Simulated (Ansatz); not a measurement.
## C3H7N (azetidine): a line through the functionals

The species is C3H7N (11 atoms), meant as a singlet with charge 0. As SMILES, `C1CNC1`. The shape is that of a PBE0-D4/def2-TZVP optimisation.

The HOMO–LUMO gap y, in eV, basis cc-pVDZ; a is the functional's share of exact exchange. Programs: Ansatz 0.2.0.

| functional | program | a | y (eV) |
| --- | --- | --- | --- |
| PBE | Ansatz | 0 | 5.71 |
| r2SCAN | Ansatz | 0 | 6.69 |
| B3LYP | Ansatz | 0.2 | 7.52 |
| PBE0 | Ansatz | 0.25 | ? |
| r2SCAN0 | Ansatz | 0.25 | 8.78 |
| BHLYP | Ansatz | 0.5 | 10.31 |

Question: Fit y = c + s·a to the known rows and predict PBE0.

Answer: 
1. Means of the 5 rows: a = 0.1900, y = 7.802.
2. Σ(Δa)² = 0.172, Σ(Δa·Δy) = 1.4421, so the slope is 1.4421/0.172 = 8.3843.
3. Intercept: 7.802 − (8.3843) × 0.1900 = 6.209. The largest residual of the fit is 0.50.
4. PBE0: 6.209 + (8.3843) × 0.25 = 8.31 eV.

The run gave 8.14 eV, so the prediction is off by +0.17 eV, within the scatter of the fit. Exact exchange lowers occupied levels and raises empty ones. The rows mix families of semi-local functionals, which the line can't see.

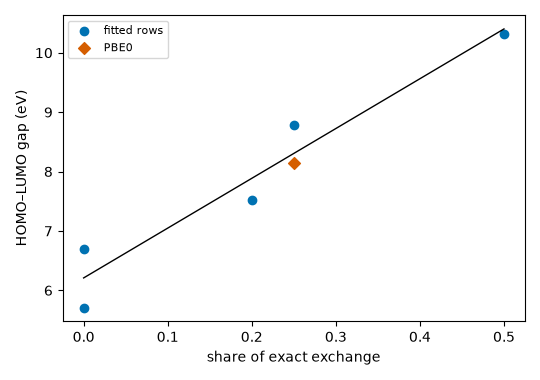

The fitted line, with the withheld row.
